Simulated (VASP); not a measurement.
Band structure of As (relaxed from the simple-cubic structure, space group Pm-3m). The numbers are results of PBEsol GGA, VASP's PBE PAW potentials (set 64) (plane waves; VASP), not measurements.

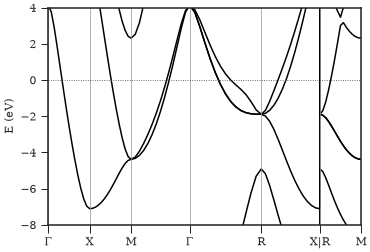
*Bands along high-symmetry lines, zero at the valence-band maximum or, without a gap, the Fermi level*

Task: Read the plot: is there a gap, and where are the band edges?

Result: It has no gap at this level: it comes out as a metal or semimetal. (Edges off the drawn lines would not show.)

The structure was generated: As was put into the simple-cubic type (Pm-3m), which need not be its known phase. It was relaxed first, which changed the volume by -9 %.
